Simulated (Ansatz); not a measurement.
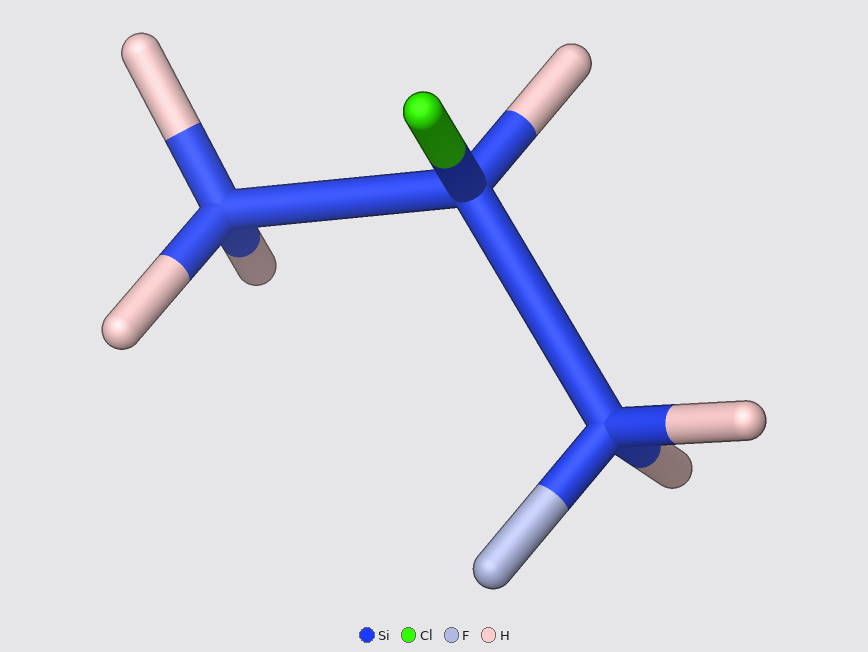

Every bond is drawn as one stick, whatever its order.

The geometry was computed by an optimisation with PBE0-D4/def2-TZVP.

Count the atoms of each element.

Answer. ClFH6Si3, 11 atoms: 1 chlorine, 1 fluorine, 6 hydrogen and 3 silicon.

How many bonds of each kind are drawn?

Answer. 6 Si–H, 2 Si–Si, 1 Cl–Si, 1 F–Si. Sticks follow a distance rule.

More results for the same structure follow; atom numbers are the same in all pictures, views and colours differ.

Geometry

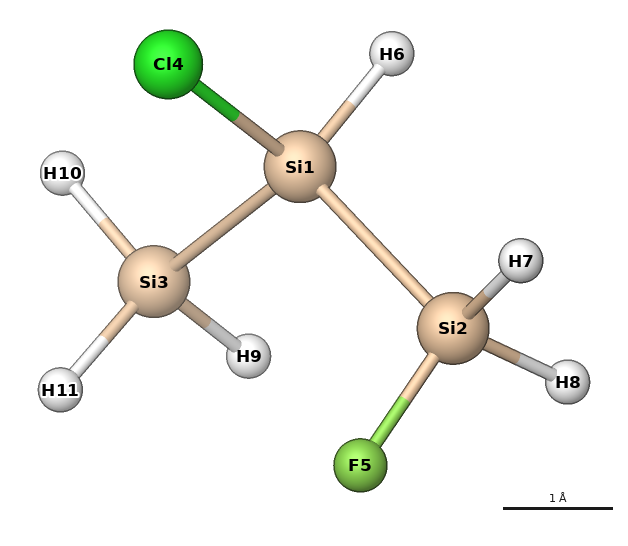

Atoms carry their numbers in the input.

Give the bond lengths.

| bond | length (Å) |
| --- | --- |
| Si1–Si2 | 2.345 |
| Si1–Si3 | 2.340 |
| Si1–Cl4 | 2.071 |
| Si1–H6 | 1.490 |
| Si2–F5 | 1.605 |
| Si2–H7 | 1.485 |
| Si2–H8 | 1.487 |
| Si3–H9 | 1.488 |
| Si3–H10 | 1.486 |
| Si3–H11 | 1.485 |

Electronic properties

Level of theory: RKS PBE0-D4/def2-TZVP (Ansatz 0.2.0).

Give the dispersion correction at this level.

Answer. −26.0 kJ/mol.

Give the dipole moment at this level.

Answer. 1.72 D.

Vibrations

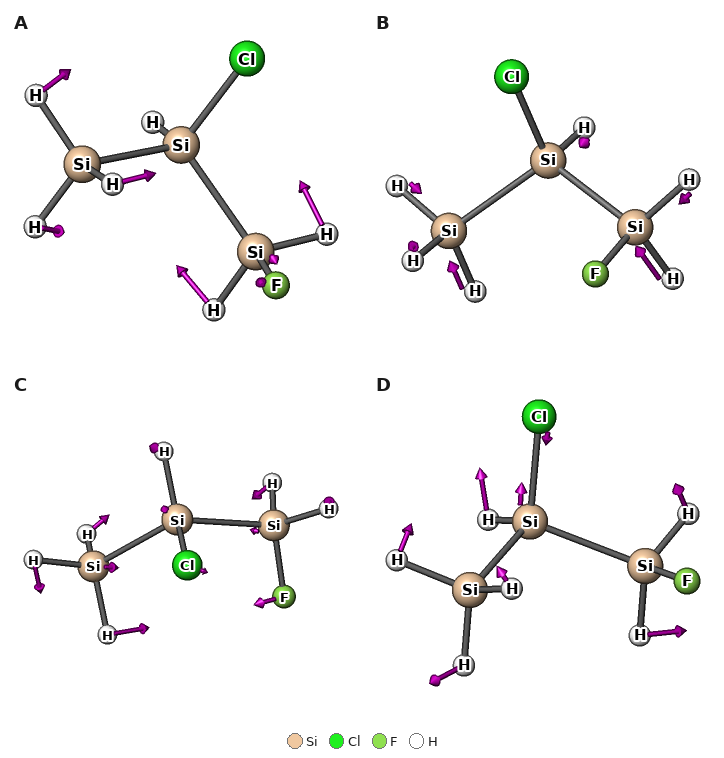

4 normal modes of one molecule or complex, as arrows. Harmonic vibrations computed with RKS PBE0-D4/def2-TZVP (Ansatz 0.2.0) at a stationary point of the same level.

Match the panels to the wavenumbers 73 cm⁻¹, 560 cm⁻¹, 895 cm⁻¹, 2221 cm⁻¹.

Answer. A: 895 cm⁻¹
B: 2221 cm⁻¹, in-phase stretching of 2 Si–H bonds
C: 73 cm⁻¹
D: 560 cm⁻¹

Charges

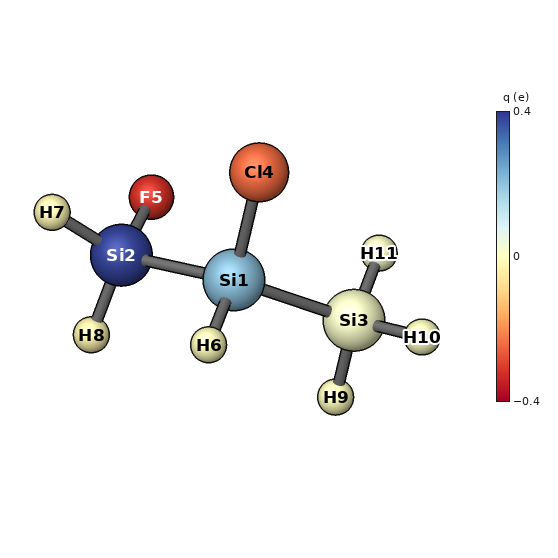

Atoms are coloured by their Mulliken charges. Level of theory: RKS PBE0-D4/def2-TZVP (Ansatz 0.2.0).

Which atom carries the highest charge (most positive or least negative)?

Answer. Si2 (0.38 e).

And the lowest?

Answer. F5 (−0.31 e).

Give the Mulliken charges atom by atom.

```csv
atom,value (e)
Si1,0.20
Si2,0.38
Si3,0.01
Cl4,−0.24
F5,−0.31
H6,−0.01
H7,−0.02
H8,−0.03
H9,−0.01
H10,0.00
H11,0.01
```

Mulliken values depend strongly on the basis set and can even reverse the polarity of a bond.
